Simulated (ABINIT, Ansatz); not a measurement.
# How the form of the self-energy moves the gap of NaCl (Fm-3m)

Aim: compare treatments of exchange, screening and correlation for the gap of NaCl (Fm-3m).

Main program and level: ABINIT 10.8.3; PBE and many-body steps on it, plane waves.

The database entry behind the starting cell differs from later determinations by our own check (an axis about 0.4 % short against later determinations), so it need not match the best structure at ambient conditions.

## 1. The structure

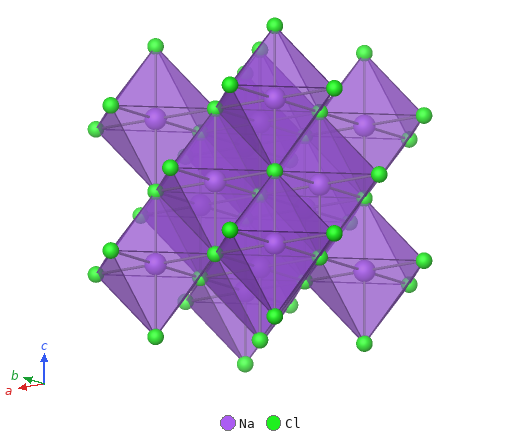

Start, viewed from a free direction; sodium purple, chlorine green. This picture shows the conventional cell, with its axes. Some periodic images of atoms are drawn too.

Coordinates:

```cif
data_structure
_symmetry_space_group_name_H-M 'P 1'
_symmetry_Int_Tables_number 1
_cell_length_a 3.9739
_cell_length_b 3.9739
_cell_length_c 3.9739
_cell_angle_alpha 60.000
_cell_angle_beta 60.000
_cell_angle_gamma 60.000
_cell_volume 44.38
loop_
_atom_site_label
_atom_site_type_symbol
_atom_site_fract_x
_atom_site_fract_y
_atom_site_fract_z
_atom_site_occupancy
Na1 Na 0.00000 0.00000 0.00000 1
Cl2 Cl 0.50000 0.50000 0.50000 1
```

The cell and positions come from the Crystallography Open Database and are kept as given unless a step says otherwise.

## 2. Empty states on the mesh, 6×6×6 mesh, 592 bands

This step: ABINIT 10.8.3; DFT, PBE, plane waves, norm-conserving pseudopotentials.

The sums over transitions need many empty states on a uniform mesh; this step solves for them.

File run.abi:

```
acell 3*1.0 Angstrom
rprim 
  0.000000000000 2.810000000000 2.810000000000
  2.810000000000 0.000000000000 2.810000000000
  2.810000000000 2.810000000000 0.000000000000
ntypat 2
znucl 11 17
natom 2
typat 1 2
xred 
  0.000000000000 0.000000000000 0.000000000000
  0.500000000000 0.500000000000 0.500000000000
pp_dirpath "pseudos"
pseudos "Na.upf, Cl.upf"
ecut 38
ngkpt 6 6 6
nshiftk 1
shiftk 0 0 0
kptopt 1
chksymbreak 0
irdden 1
istwfk *1
nband 592
prtvol 0
optdriver 6
gwr_task "HDIAGO"
paral_kgb 0
occopt 1
indata_prefix "in"
outdata_prefix "out"
tmpdata_prefix "tmp"
```

Launch:

```
OMP_NUM_THREADS=1 mpirun -n 4 abinit run.abi > log
```

What it wrote:

```text
.Version 10.8.3 of ABINIT. v10.8.2 released Aug 2026.

 Symmetries : space group Fm -3 m (#225); Bravais cF (face-center cubic)
[... echo of the input left out ...]
== DATASET  1 ==================================================================
-   mpi_nproc: 4, omp_nthreads: 1 (-1 if OMP is not activated)

--- !DatasetInfo
iteration_state: {dtset: 1, }
dimensions: {natom: 2, nkpt: 16, mband: 592, nsppol: 1, nspinor: 1, nspden: 1, mpw: 3383, }
cutoff_energies: {ecut:  38.0, pawecutdg:  -1.0, }
[...]
Direct band gap semiconductor
 Fundamental gap:     5.150 (eV)
   VBM:    -0.539 (eV) at k: [ 0.0000E+00,  0.0000E+00,  0.0000E+00]
   CBM:     4.611 (eV) at k: [ 0.0000E+00,  0.0000E+00,  0.0000E+00]
 Direct gap:         5.150 (eV) at k: [ 0.0000E+00,  0.0000E+00,  0.0000E+00]

== END DATASET(S) ==============================================================
================================================================================

 -outvars: echo values of variables after computation  --------
           etotal      0.0000000000E+00
            nband         592
             nkpt          16
          spgroup         225
 [... the other variables as echoed above ...]

 Calculation completed.
```

Run time: 63 s. Hardware: 4 MPI ranks of Intel Xeon 6975P-C (Granite Rapids), shared host; peak memory 2.8 GiB; 4.2 min of CPU time.

Numbers from this step:

- gap: 5.150 eV
- k of the valence top: 0, 0, 0
- k of the conduction bottom: 0, 0, 0
- least direct gap: 5.150 eV
- k points computed: 16
- lowest point of the top converged band, above the valence top: 311.7801 eV

On this mesh the gap is 5.150 eV.

The density comes from a self-consistent run that is not shown.

## 3. Screening, 6×6×6 mesh, 243 bands, screening to 247.6 eV

The RPA dielectric matrix is built and inverted for each q.

This step: RPA screening on PBE, plane waves, norm-conserving pseudopotentials.

Changes to run.abi since step 2:

```diff
@@ -20,10 +20,11 @@
 chksymbreak 0
-irdden 1
 istwfk *1
-nband 592
-prtvol 0
-optdriver 6
-gwr_task "HDIAGO"
-paral_kgb 0
 occopt 1
+irdwfk 1
+optdriver 3
+nband 243
+ecuteps 9.1
+inclvkb 2
+awtr 1
+symchi 1
 indata_prefix "in"
```

What it wrote:

```text
.Version 10.8.3 of ABINIT. v10.8.2 released Aug 2026.

 Symmetries : space group Fm -3 m (#225); Bravais cF (face-center cubic)
[... echo of the input left out ...]
== DATASET  1 ==================================================================
-   mpi_nproc: 4, omp_nthreads: 1 (-1 if OMP is not activated)

--- !DatasetInfo
iteration_state: {dtset: 1, }
dimensions: {natom: 2, nkpt: 16, mband: 243, nsppol: 1, nspinor: 1, nspden: 1, mpw: 3383, }
cutoff_energies: {ecut:  38.0, pawecutdg:  -1.0, }
electrons: {nelect:   1.60000000E+01, charge:   0.00000000E+00, occopt:   1.00000000E+00, tsmear:   1.00000000E-02, }

 SCREENING: Calculation of the susceptibility and dielectric matrices

 Based on a program developped by R.W. Godby, V. Olevano, G. Onida, and L. Reining.
 Incorporated in ABINIT by V. Olevano, G.-M. Rignanese, and M. Torrent.
.Using double precision arithmetic ; gwpc =  8

[... cell and pseudopotentials left out ...]
--------------------------------------------------------------------------------

 ==== K-mesh for the wavefunctions ====
 Number of points in the irreducible wedge :    16
[... list of points left out ...]
 Together with 48 symmetry operations and time-reversal symmetry
 yields   216 points in the full Brillouin Zone.

 ==== Q-mesh for the screening function ====
 Number of points in the irreducible wedge :    16
[... list of points left out ...]
 Together with 48 symmetry operations and time-reversal symmetry
 yields   216 points in the full Brillouin Zone.

 setmesh: FFT mesh size selected  =    32x   32x   32
          total number of points  =        32768

 vcoul_init : cutoff-mode = AUXILIARY_FUNCTION
 q-points for optical limit:   1
     1)      0.000010    0.000020    0.000030

- screening: taking advantage of time-reversal symmetry
- Maximum band index for partially occupied states nbvw = 8
- Remaining bands to be divided among processors   nbcw = 235
- Number of bands treated by each node ~58

 Number of electrons calculated from density =   16.0000; Expected =   16.0000
 average of density, n =  0.053429
 r_s =    1.6471
 omega_plasma =   22.2968 [eV]

 calculating chi0 at frequencies [eV] :
  1    0.000000E+00    0.000000E+00
  2    0.000000E+00    2.229681E+01

--------------------------------------------------------------------------------
  q-point number  1        q = ( 0.000000, 0.000000, 0.000000) [r.l.u.]
--------------------------------------------------------------------------------
[... chi0 elements left out ...]
 For q-point:  0.000010 0.000020 0.000030
  dielectric constant =   2.3520
  dielectric constant without local fields =   2.7669

  Average fulfillment of the sum rule on Im[epsilon] for q-point    1 :     81.86  [%]
[... wings left out ...]
  q-point number  2        q = ( 0.166667, 0.000000, 0.000000) [r.l.u.]
--------------------------------------------------------------------------------
[... chi0 elements left out ...]
  Average fulfillment of the sum rule on Im[epsilon] for q-point    2 :     88.37  [%]

 [... 14 further q-points ...]
```

Elapsed: 5 min, on 4 MPI ranks; peak memory 3 GiB; 20 min of CPU time.

Numbers from this step:

| Property | Result |
| --- | --- |
| ε∞ with local fields, on this mesh, along the program's q direction | 2.352 |
| the same without local fields | 2.767 |
| plasma frequency | 22.30 eV |
| plane waves in the screening matrix | 387 |

Local fields lower ε∞ by 15 %.

## 4. G0W0, Godby-Needs plasmon pole

The self-energy is evaluated for the states that the input lists, and the levels follow from it, in one-shot runs by the linearised quasiparticle equation.

This step: G0W0 on PBE, plane waves, norm-conserving pseudopotentials.

Changes to run.abi since step 3:

```diff
@@ -23,8 +23,15 @@
 irdwfk 1
-optdriver 3
+optdriver 4
 nband 243
+gwcalctyp 0
+ecutsigx 38
+symsigma 1
+nkptgw 1
+kptgw 
+  0.0000000000 0.0000000000 0.0000000000
+bdgw 
+  6 12
 ecuteps 9.1
-inclvkb 2
-awtr 1
-symchi 1
+irdscr 1
+ppmodel 1
 indata_prefix "in"
```

What it wrote:

```text
.Version 10.8.3 of ABINIT. v10.8.2 released Aug 2026.

 Symmetries : space group Fm -3 m (#225); Bravais cF (face-center cubic)
[... echo of the input left out ...]
== DATASET  1 ==================================================================
-   mpi_nproc: 4, omp_nthreads: 1 (-1 if OMP is not activated)

--- !DatasetInfo
iteration_state: {dtset: 1, }
dimensions: {natom: 2, nkpt: 16, mband: 243, nsppol: 1, nspinor: 1, nspden: 1, mpw: 3383, }
cutoff_energies: {ecut:  38.0, pawecutdg:  -1.0, }
electrons: {nelect:   1.60000000E+01, charge:   0.00000000E+00, occopt:   1.00000000E+00, tsmear:   1.00000000E-02, }

 SIGMA: Calculation of the GW corrections

 Based on a program developped by R.W. Godby, V. Olevano, G. Onida, and L. Reining.
 Incorporated in ABINIT by V. Olevano, G.-M. Rignanese, and M. Torrent.
.Using double precision arithmetic ; gwpc =  8

[... cell and pseudopotentials left out ...]
--------------------------------------------------------------------------------

 ==== K-mesh for the wavefunctions ====
 Number of points in the irreducible wedge :    16
[... list of points left out ...]
 Together with 48 symmetry operations and time-reversal symmetry
 yields   216 points in the full Brillouin Zone.

 ==== Q-mesh for screening function ====
 Number of points in the irreducible wedge :    16
[... list of points left out ...]
 Together with 48 symmetry operations and time-reversal symmetry
 yields   216 points in the full Brillouin Zone.

 vcoul_init : cutoff-mode = AUXILIARY_FUNCTION
 q-points for optical limit:   1
     1)      0.000010    0.000020    0.000030
 setmesh: FFT mesh size selected  =    45x   45x   45
          total number of points  =        91125

 Number of electrons calculated from density =   16.0000; Expected =   16.0000
 average of density, n =  0.053429
 r_s =    1.6471
 omega_plasma =   22.2968 [eV]

 === KS Band Gaps ===
  >>>> For spin  1
   Minimum direct gap =   5.1497 [eV], located at k-point      :   0.0000  0.0000  0.0000
   Fundamental gap    =   5.1497 [eV], Top of valence bands at :   0.0000  0.0000  0.0000
                                       Bottom of conduction at :   0.0000  0.0000  0.0000
 SIGMA fundamental parameters:
 PLASMON POLE MODEL  1
 number of plane-waves for SigmaX                 3383
 number of plane-waves for SigmaC and W            387
 number of plane-waves for wavefunctions          3383
 number of bands                                   243
 number of independent spin polarizations            1
 number of spinorial components                      1
 number of k-points in IBZ                          16
 number of q-points in IBZ                          16
 number of symmetry operations                      48
 number of k-points in BZ                          216
 number of q-points in BZ                          216
 number of frequencies for dSigma/dE                 9
 frequency step for dSigma/dE [eV]                0.25
 number of omega for Sigma on real axis              0
 max omega for Sigma on real axis  [eV]           0.00
 zcut for avoiding poles [eV]                     0.10

 EPSILON^-1 parameters (SCR file):
 dimension of the eps^-1 matrix on file            387
 dimension of the eps^-1 matrix used               387
 number of plane-waves for wavefunctions          3383
 number of bands                                   243
 number of q-points in IBZ                          16
 number of frequencies                               2
 number of real frequencies                          1
 number of imag frequencies                          1

 matrix elements of self-energy operator (all in [eV])

 Perturbative Calculation

--- !SelfEnergy_ee
iteration_state: {dtset: 1, }
kpoint     : [   0.000,    0.000,    0.000, ]
spin       : 1
KS_gap     :    5.150
QP_gap     :    8.149
Delta_QP_KS:    2.999
data: !SigmaeeData |
     Band     E0 <VxcDFT>   SigX SigC(E0)      Z dSigC/dE  Sig(E)    E-E0       E
        6  -0.539 -14.493 -18.976   1.656   0.809  -0.236 -16.779  -2.286  -2.825
        7  -0.539 -14.493 -18.976   1.656   0.809  -0.236 -16.779  -2.286  -2.825
        8  -0.539 -14.493 -18.976   1.656   0.809  -0.236 -16.779  -2.286  -2.825
        9   4.611  -8.179  -4.218  -3.135   0.864  -0.158  -7.466   0.713   5.324
       10  10.523  -8.377  -3.612  -3.361   0.857  -0.167  -7.175   1.203  11.726
       11  10.523  -8.377  -3.612  -3.361   0.857  -0.167  -7.175   1.203  11.726
       12  10.523  -8.377  -3.612  -3.361   0.857  -0.167  -7.175   1.203  11.726

== END DATASET(S) ==============================================================
================================================================================

 -outvars: echo values of variables after computation  --------
           etotal      0.0000000000E+00
            nband         243
             nkpt          16
          spgroup         225
 [... the other variables as echoed above ...]

 Calculation completed.
```

It took 34 s on 4 MPI ranks; peak memory 3.2 GiB.

Numbers from this step:

```
G0W0 gap on the points computed              : 8.149 eV
starting gap on the mesh                     : 5.150 eV
k of the valence top                         : 0, 0, 0
k of the conduction bottom                   : 0, 0, 0
Z at the valence top                         : 0.809
Z at the conduction bottom                   : 0.864
least direct G0W0 gap on the computed points : 8.149 eV
```

The gap on the mesh goes from 5.15 eV to 8.15 eV, a correction of +3.00 eV.

## 5. G0W0, Engel-Farid plasmon pole

Changes to run.abi since step 4:

```diff
@@ -35,3 +35,3 @@
 irdscr 1
-ppmodel 1
+ppmodel 4
 indata_prefix "in"
```

What it wrote:

```text
.Version 10.8.3 of ABINIT. v10.8.2 released Aug 2026.

 Symmetries : space group Fm -3 m (#225); Bravais cF (face-center cubic)
[... echo of the input left out ...]
== DATASET  1 ==================================================================
-   mpi_nproc: 4, omp_nthreads: 1 (-1 if OMP is not activated)

--- !DatasetInfo
iteration_state: {dtset: 1, }
dimensions: {natom: 2, nkpt: 16, mband: 243, nsppol: 1, nspinor: 1, nspden: 1, mpw: 3383, }
cutoff_energies: {ecut:  38.0, pawecutdg:  -1.0, }
electrons: {nelect:   1.60000000E+01, charge:   0.00000000E+00, occopt:   1.00000000E+00, tsmear:   1.00000000E-02, }

 SIGMA: Calculation of the GW corrections

 Based on a program developped by R.W. Godby, V. Olevano, G. Onida, and L. Reining.
 Incorporated in ABINIT by V. Olevano, G.-M. Rignanese, and M. Torrent.
.Using double precision arithmetic ; gwpc =  8

[... cell and pseudopotentials left out ...]
--------------------------------------------------------------------------------

 ==== K-mesh for the wavefunctions ====
 Number of points in the irreducible wedge :    16
[... list of points left out ...]
 Together with 48 symmetry operations and time-reversal symmetry
 yields   216 points in the full Brillouin Zone.

 ==== Q-mesh for screening function ====
 Number of points in the irreducible wedge :    16
[... list of points left out ...]
 Together with 48 symmetry operations and time-reversal symmetry
 yields   216 points in the full Brillouin Zone.

 vcoul_init : cutoff-mode = AUXILIARY_FUNCTION
 q-points for optical limit:   1
     1)      0.000010    0.000020    0.000030
 setmesh: FFT mesh size selected  =    45x   45x   45
          total number of points  =        91125

 Number of electrons calculated from density =   16.0000; Expected =   16.0000
[...]
number of q-points in BZ                          216
 number of frequencies for dSigma/dE                 9
 frequency step for dSigma/dE [eV]                0.25
 number of omega for Sigma on real axis              0
 max omega for Sigma on real axis  [eV]           0.00
 zcut for avoiding poles [eV]                     0.10

 EPSILON^-1 parameters (SCR file):
 dimension of the eps^-1 matrix on file            387
 dimension of the eps^-1 matrix used               387
 number of plane-waves for wavefunctions          3383
 number of bands                                   243
 number of q-points in IBZ                          16
 number of frequencies                               2
 number of real frequencies                          1
 number of imag frequencies                          1

 matrix elements of self-energy operator (all in [eV])

 Perturbative Calculation

--- !SelfEnergy_ee
iteration_state: {dtset: 1, }
kpoint     : [   0.000,    0.000,    0.000, ]
spin       : 1
KS_gap     :    5.150
QP_gap     :    8.329
Delta_QP_KS:    3.179
data: !SigmaeeData |
     Band     E0 <VxcDFT>   SigX SigC(E0)      Z dSigC/dE  Sig(E)    E-E0       E
        6  -0.539 -14.493 -18.976   1.315   0.819  -0.221 -17.088  -2.595  -3.133
        7  -0.539 -14.493 -18.976   1.315   0.819  -0.221 -17.088  -2.595  -3.133
        8  -0.539 -14.493 -18.976   1.315   0.819  -0.221 -17.088  -2.595  -3.133
        9   4.611  -8.179  -4.218  -3.292   0.873  -0.145  -7.594   0.585   5.196
       10  10.523  -8.377  -3.612  -3.501   0.866  -0.155  -7.283   1.094  11.618
       11  10.523  -8.377  -3.612  -3.501   0.866  -0.155  -7.283   1.094  11.618
       12  10.523  -8.377  -3.612  -3.501   0.866  -0.155  -7.283   1.094  11.618

== END DATASET(S) ==============================================================
================================================================================

 -outvars: echo values of variables after computation  --------
           etotal      0.0000000000E+00
            nband         243
             nkpt          16
          spgroup         225
 [... the other variables as echoed above ...]

 Calculation completed.
```

Elapsed: 17 s, on 4 MPI ranks; peak memory 2.6 GiB.

Numbers from this step:

| Quantity | Value |
| --- | --- |
| G0W0 gap on the points computed | 8.329 eV |
| starting gap on the mesh | 5.150 eV |
| k of the valence top | 0, 0, 0 |
| k of the conduction bottom | 0, 0, 0 |
| Z at the valence top | 0.819 |
| Z at the conduction bottom | 0.873 |
| least direct G0W0 gap on the computed points | 8.329 eV |

Against G0W0 in ABINIT (6×6×6 mesh, 243 bands, screening to 247.6 eV, Godby-Needs plasmon pole), the gap moves by +0.180 eV.

## 6. G0W0, Hybertsen-Louie plasmon pole

Changes to run.abi since step 5:

```diff
@@ -35,3 +35,3 @@
 irdscr 1
-ppmodel 4
+ppmodel 2
 indata_prefix "in"
```

What it wrote:

```text
.Version 10.8.3 of ABINIT. v10.8.2 released Aug 2026.

 Symmetries : space group Fm -3 m (#225); Bravais cF (face-center cubic)
[... echo of the input left out ...]
== DATASET  1 ==================================================================
-   mpi_nproc: 4, omp_nthreads: 1 (-1 if OMP is not activated)

--- !DatasetInfo
iteration_state: {dtset: 1, }
dimensions: {natom: 2, nkpt: 16, mband: 243, nsppol: 1, nspinor: 1, nspden: 1, mpw: 3383, }
cutoff_energies: {ecut:  38.0, pawecutdg:  -1.0, }
[...]
10  10.523  -8.377  -3.612  -3.615   0.899  -0.112  -7.344   1.034  11.557
       11  10.523  -8.377  -3.612  -3.615   0.899  -0.112  -7.344   1.034  11.557
       12  10.523  -8.377  -3.612  -3.615   0.899  -0.112  -7.344   1.034  11.557

== END DATASET(S) ==============================================================
================================================================================

 -outvars: echo values of variables after computation  --------
           etotal      0.0000000000E+00
            nband         243
             nkpt          16
          spgroup         225
 [... the other variables as echoed above ...]

 Calculation completed.
```

Run time: 34 s. Hardware: 4 MPI ranks; peak memory 3.1 GiB; 2.2 min of CPU time.

Numbers from this step:

```yaml
g0w0_gap_on_the_points_computed: 8.301 eV
starting_gap_on_the_mesh: 5.150 eV
k_of_the_valence_top: 0, 0, 0
k_of_the_conduction_bottom: 0, 0, 0
least_direct_g0w0_gap_on_the_computed_points: 8.301 eV
```

Against G0W0 in ABINIT (6×6×6 mesh, 243 bands, screening to 247.6 eV, Godby-Needs plasmon pole), the gap moves by +0.152 eV.

(Continued in part 2 of 2.)

[Paths, hosts, dates, memory and timing lines, banners, echoed tables and standing remarks are left out of the program output.]

[Logs are printed without paths, hosts, clocks, repeated set-up lines and the standing remarks that a program may print on its own settings, such as how far it seeks lower states.]

[Runs of the session that timed out or met a known fault of the program may be left out.]

[Hosts, paths, dates, database ids (printed as entryN), source tags and the programs' standing remarks are cut or masked in the printed files.]

[G0W0 gaps are taken among the corrected bands and points alone; a level outside them can change the order at an edge.]

[Where Ansatz stands beside ABINIT at settings called matched, ABINIT's density can come from a denser mesh and the files from another edition; pairs whose starting gaps differed by over 0.03 eV were left out, so agreement reads better than it is.]
